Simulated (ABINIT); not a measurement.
# RbCaH3 (Pm-3m): G0W0 in ABINIT against the screening cutoff in the self-energy, part 2 of 2

How does the gap of RbCaH3 (Pm-3m) converge in the screening cutoff in the self-energy?

ABINIT 10.8.3; LDA and many-body steps on it, plane waves. Known limits of the many-body steps: not at the basis limit; no spin-orbit coupling; coarse k mesh.

So far. Step 5 (2.3 Ha): The gap on the mesh goes from 2.93 eV to 5.28 eV, a correction of +2.35 eV. Step 6 (3.2 Ha): Against the run before, the gap moves by +0.088 eV.

**7. 4.9 Ha**

Level of this step: G0W0 on LDA, plane waves, norm-conserving pseudopotentials (ABINIT).

run.abi reads:

```
acell 3*1.0 Angstrom
rprim 
  4.547000000000 0.000000000000 0.000000000000
  0.000000000000 4.547000000000 0.000000000000
  0.000000000000 0.000000000000 4.547000000000
ntypat 3
znucl 37 20 1
natom 5
typat 1 2 3 3 3
xred 
  0.000000000000 0.000000000000 0.000000000000
  0.500000000000 0.500000000000 0.500000000000
  0.000000000000 0.500000000000 0.500000000000
  0.500000000000 0.000000000000 0.500000000000
  0.500000000000 0.500000000000 0.000000000000
pp_dirpath "pseudos"
pseudos "Rb.upf, Ca.upf, H.upf"
ecut 31
ngkpt 2 2 2
nshiftk 1
shiftk 0 0 0
kptopt 1
chksymbreak 0
istwfk *1
occopt 1
irdwfk 1
optdriver 4
nband 163
gwcalctyp 0
ecutsigx 31
symsigma 1
nkptgw 2
kptgw 
  0.5000000000 0.5000000000 0.0000000000
  0.0000000000 0.0000000000 0.0000000000
bdgw 
  10 14
  10 14
ecuteps 4.9
irdscr 1
ppmodel 1
indata_prefix "in"
outdata_prefix "out"
tmpdata_prefix "tmp"
```

Launch:

```sh
OMP_NUM_THREADS=1 mpirun -n 4 abinit run.abi > log
```

Output:

```text
.Version 10.8.3 of ABINIT. v10.8.2 released Aug 2026.

 Symmetries : space group Pm -3 m (#221); Bravais cP (primitive cubic)
[... echo of the input left out ...]
== DATASET  1 ==================================================================
-   mpi_nproc: 4, omp_nthreads: 1 (-1 if OMP is not activated)

--- !DatasetInfo
iteration_state: {dtset: 1, }
dimensions: {natom: 5, nkpt: 4, mband: 163, nsppol: 1, nspinor: 1, nspden: 1, mpw: 5248, }
cutoff_energies: {ecut:  31.0, pawecutdg:  -1.0, }
[...]
Band     E0 <VxcDFT>   SigX SigC(E0)      Z dSigC/dE  Sig(E)    E-E0       E
[...]
13   5.719 -13.158  -5.920  -4.385   0.777  -0.288 -10.942   2.216   7.935
       14   5.719 -13.158  -5.920  -4.385   0.777  -0.288 -10.942   2.216   7.935

== END DATASET(S) ==============================================================
================================================================================

 -outvars: echo values of variables after computation  --------
           etotal      0.0000000000E+00
            nband         163
             nkpt           4
          spgroup         221
 [... the other variables as echoed above ...]

 Calculation completed.
```

It took 15 s on 4 MPI ranks of Arm Neoverse V1, shared host; peak memory 0.85 GiB.

Numbers from this step:

| Quantity | Value |
| --- | --- |
| G0W0 gap on the points computed | 5.437 eV |
| starting gap on the mesh | 2.932 eV |
| k of the valence top | 0.5, 0.5, 0 |
| k of the conduction bottom | 0.5, 0.5, 0 |
| least direct G0W0 gap on the computed points | 5.437 eV |

Against the run before, the gap moves by +0.066 eV.

**8. 6.5 Ha**

run.abi, as its differences from that of step 7:

```diff
@@ -38,3 +38,3 @@
   10 14
-ecuteps 4.9
+ecuteps 6.5
 irdscr 1
```

Output:

```text
.Version 10.8.3 of ABINIT. v10.8.2 released Aug 2026.

 Symmetries : space group Pm -3 m (#221); Bravais cP (primitive cubic)
[... echo of the input left out ...]
== DATASET  1 ==================================================================
-   mpi_nproc: 4, omp_nthreads: 1 (-1 if OMP is not activated)

--- !DatasetInfo
iteration_state: {dtset: 1, }
dimensions: {natom: 5, nkpt: 4, mband: 163, nsppol: 1, nspinor: 1, nspden: 1, mpw: 5248, }
cutoff_energies: {ecut:  31.0, pawecutdg:  -1.0, }
[...]
Band     E0 <VxcDFT>   SigX SigC(E0)      Z dSigC/dE  Sig(E)    E-E0       E
[...]
13   5.719 -13.158  -5.920  -4.379   0.776  -0.289 -10.940   2.218   7.937
       14   5.719 -13.158  -5.920  -4.379   0.776  -0.289 -10.940   2.218   7.937

== END DATASET(S) ==============================================================
================================================================================

 -outvars: echo values of variables after computation  --------
           etotal      0.0000000000E+00
            nband         163
             nkpt           4
          spgroup         221
 [... the other variables as echoed above ...]

 Calculation completed.
```

Wall time 26 s (4 MPI ranks); peak memory 1 GiB.

This step gave:

| Quantity | Value |
| --- | --- |
| G0W0 gap on the points computed | 5.451 eV |
| starting gap on the mesh | 2.932 eV |
| k of the valence top | 0.5, 0.5, 0 |
| k of the conduction bottom | 0.5, 0.5, 0 |
| least direct G0W0 gap on the computed points | 5.451 eV |

Against the run before, the gap moves by +0.014 eV.

**9. The runs together**

Times are wall times on 4 MPI ranks of Arm Neoverse V1, shared host, good to a factor of about two. A run's time includes the screening step that it read.

```csv
run,mesh,bands,screening cutoff (eV),DFT gap (eV),gap on the mesh (eV),direct (eV),ε∞ used,time
0.7 Ha,2×2×2,163,19,2.932,5.374,5.374,3.81,19 s
1.3 Ha,2×2×2,163,35.4,2.932,5.291,5.291,3.81,19 s
2.3 Ha,2×2×2,163,62.6,2.932,5.283,5.283,3.81,20 s
3.2 Ha,2×2×2,163,87.1,2.932,5.371,5.371,3.81,22 s
4.9 Ha,2×2×2,163,133.3,2.932,5.437,5.437,3.81,30 s
6.5 Ha,2×2×2,163,176.9,2.932,5.451,5.451,3.81,41 s
```

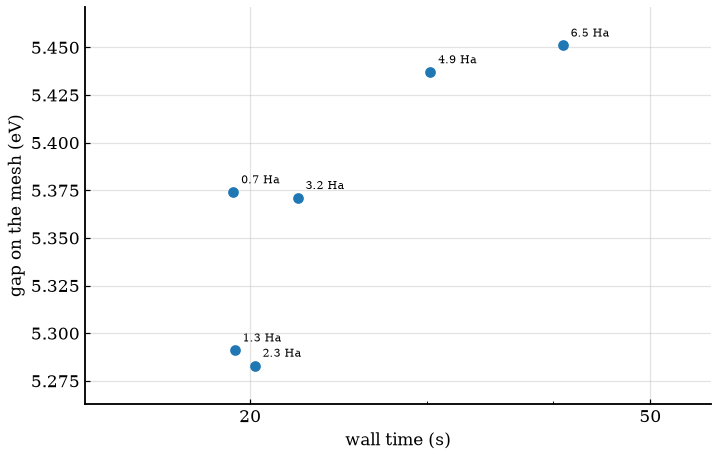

Result against wall time.

**10. Results**

| Quantity | Value |
| --- | --- |
| 0.7 Ha | 5.374 eV |
| 1.3 Ha | 5.291 eV |
| 2.3 Ha | 5.283 eV |
| 3.2 Ha | 5.371 eV |
| 4.9 Ha | 5.437 eV |
| 6.5 Ha | 5.451 eV |
| known limits | not at the basis limit; no spin-orbit coupling; coarse k mesh |

The setting moved: screening cutoff in the self-energy. From 0.7 Ha to 6.5 Ha the gap moves by +0.08 eV, for 2.1 times the time, not steadily: it passes through 5.28 eV. The last step still moves it by +0.014 eV. Bands and screening cutoff are coupled, so a series along one setting does not show full convergence. Bands and cutoff are finite, so the gap is not at the basis limit. The miss can reach some tenths of an eV and take either sign; the mesh is an error of its own. In the G0W0 runs levels were corrected at 2 k points alone, so a gap called «on the mesh» is the least over those, and an edge elsewhere would be missed. The 2×2×2 mesh is coarse for this cell, which bears on the long-range parts of exchange and screening. This is the ideal cubic cell; many perovskites, halides above all, are cubic only on average, and local tilts or off-centring can widen the gap. The many-body steps are scalar-relativistic: spin-orbit coupling is not in them.

[Paths, hosts, dates, memory and timing lines, banners, echoed tables and standing remarks are left out of the program output.]

[Logs are printed without paths, hosts, clocks, repeated set-up lines and the standing remarks that a program may print on its own settings, such as how far it seeks lower states.]

[Runs of the session that timed out or met a known fault of the program may be left out.]

[Hosts, paths, dates, database ids (printed as entryN), source tags and the programs' standing remarks are cut or masked in the printed files.]

[G0W0 gaps are taken among the corrected bands and points alone; a level outside them can change the order at an edge.]

[Where Ansatz stands beside ABINIT at settings called matched, ABINIT's density can come from a denser mesh and the files from another edition; pairs whose starting gaps differed by over 0.03 eV were left out, so agreement reads better than it is.]
